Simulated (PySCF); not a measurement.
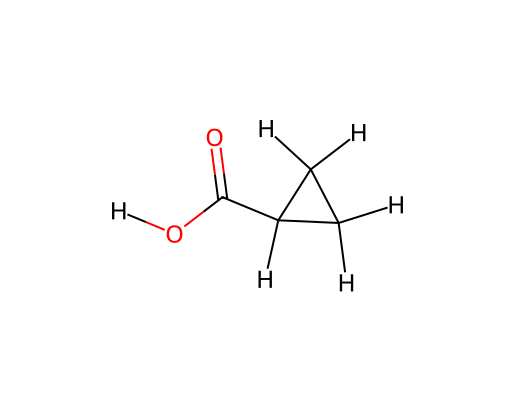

A structural formula.

**Give its SMILES.**

O=C(O)C1CC1

**Give the formula, hydrogens included.**

C4H6O2.

**An optimisation with GFN2-xTB gave a structure of which point group?**

Cs. Other conformers may differ.

More results for the same structure follow; atom numbers are the same in all pictures, views and colours differ. The computed structure is the end point of a GFN2-xTB optimisation. No frequency run is at hand to confirm it as a minimum.

## Geometry

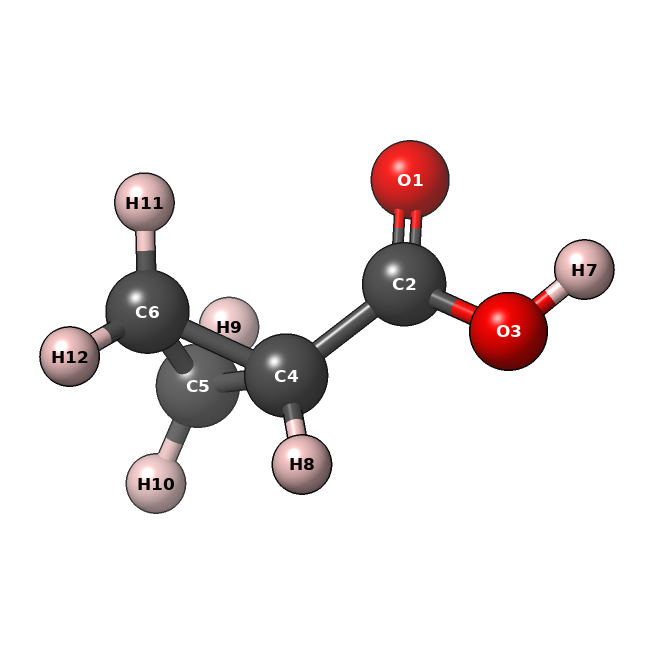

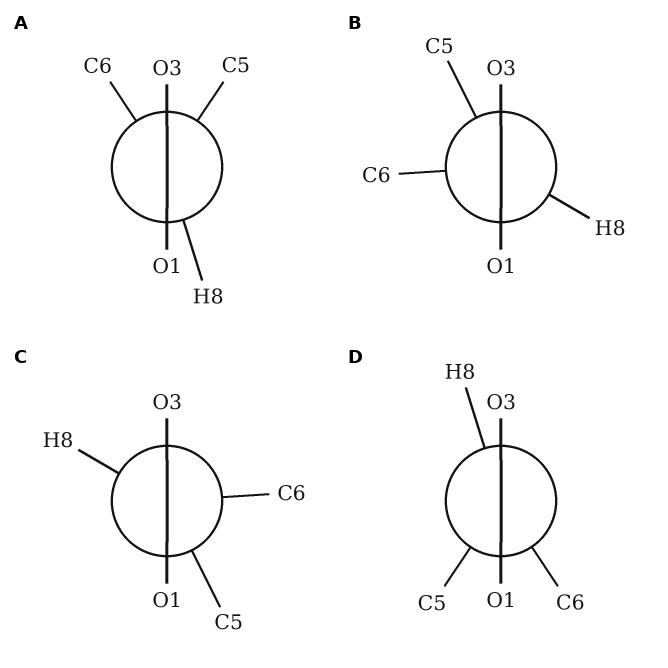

Distant atoms are faded towards the background colour. Bonds that would overlap in a projection are set slightly apart. No frequency run is at hand to confirm it as a minimum.

**Which Newman projection shows the view along C2–C4, with C2 in front?**

D. The torsion angle O3–C2–C4–C5 is −147°, anticlinal.

## NMR shielding

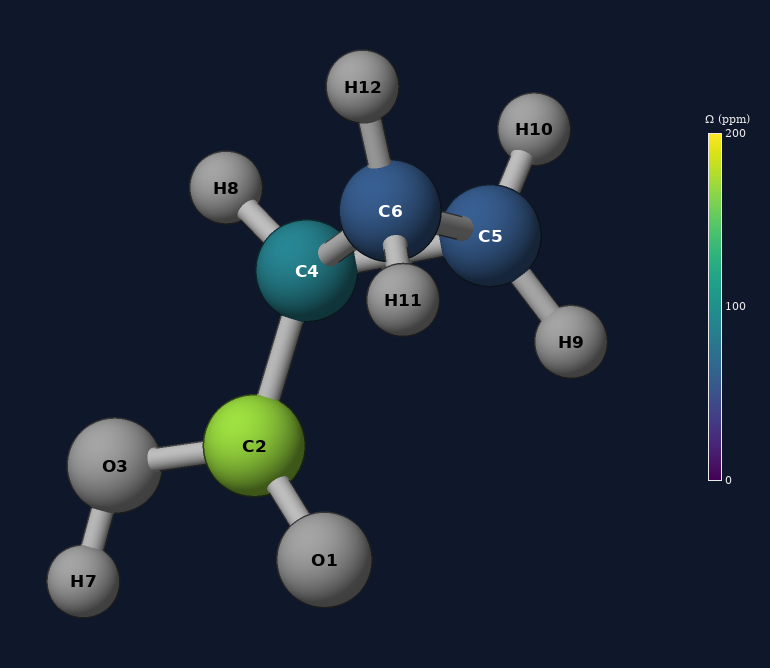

The C atoms are coloured by the span of their shielding tensor. No frequency run is at hand to confirm it as a minimum. Properties computed with GIAO PBE0/pcSseg-1 NMR shielding, non-relativistic, gas phase (PySCF 2.14.0). Principal shieldings σ11 ≤ σ22 ≤ σ33, span Ω = σ33 − σ11, skew κ = 3(σiso − σ22)/Ω.

**Which C atom has the most anisotropic shielding?**

C2, with a span of 169 ppm.

Give the shielding tensors of the C atoms.

| atom | σ11 | σ22 | σ33 | σiso | Ω | κ |
| --- | --- | --- | --- | --- | --- | --- |
| C2 | −94.6 | 39.0 | 74.6 | 6.3 | 169.2 | −0.58 |
| C4 | 138.4 | 155.4 | 226.0 | 173.3 | 87.6 | 0.61 |
| C5, C6 | 146.6 | 174.6 | 204.2 | 175.1 | 57.6 | 0.03 |

Shieldings and span in ppm.

## Quadrupole coupling

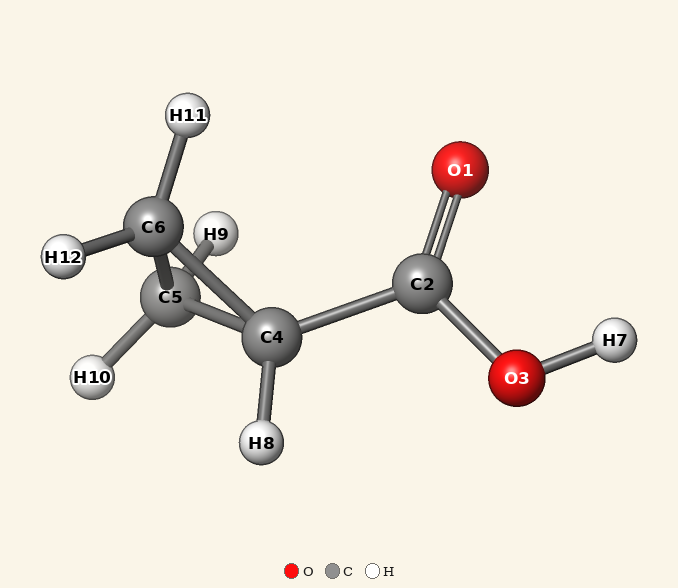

No frequency run is at hand to confirm it as a minimum. Electric field gradients from the ground-state density, PBE0/pcSseg-1 (PySCF 2.14.0), non-relativistic apart from any core potentials.

Give the largest field-gradient component, the quadrupole coupling constant and the asymmetry for 17O at O1 (Q = −25.6 mb), 17O at O3 (Q = −25.6 mb), 2H at H7 (Q = 2.86 mb), 2H at H8 (Q = 2.86 mb), 2H at H9 (Q = 2.86 mb), 2H at H10 (Q = 2.86 mb).

| atom | V_zz (a.u.) | e²qQ/h (MHz) | η |
| --- | --- | --- | --- |
| O1 | −1.497 | 9.00 | 0.07 |
| O3 | 1.638 | −9.85 | 0.46 |
| H7 | 0.435 | 0.292 | 0.09 |
| H8 | 0.323 | 0.217 | 0.10 |
| H9 | 0.327 | 0.219 | 0.06 |
| H10 | 0.332 | 0.223 | 0.06 |

## Excitation

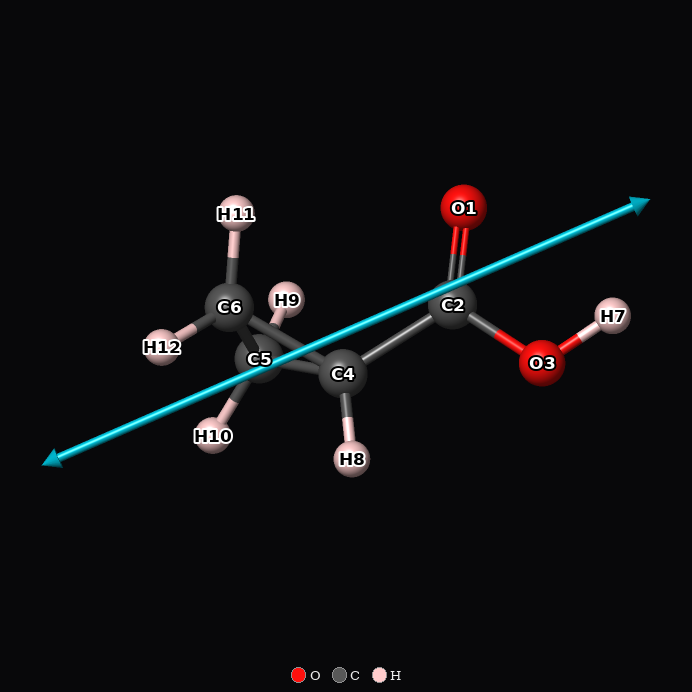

The double arrow shows the direction of the transition dipole to excited singlet state 3 (its length means nothing). No frequency run is at hand to confirm it as a minimum. Level of theory: TDDFT PBE0/def2-SVPD, vertical, gas phase, core orbitals frozen in the response (PySCF 2.14.0).

**How is the transition polarised?**

Nearly parallel to the C2–C4 bond.

**Where does the transition lie, and how strong is it?**

7.80 eV (159 nm), oscillator strength 0.15, mainly HOMO−1 → LUMO (weight 0.80); transition dipole 2.24 D.
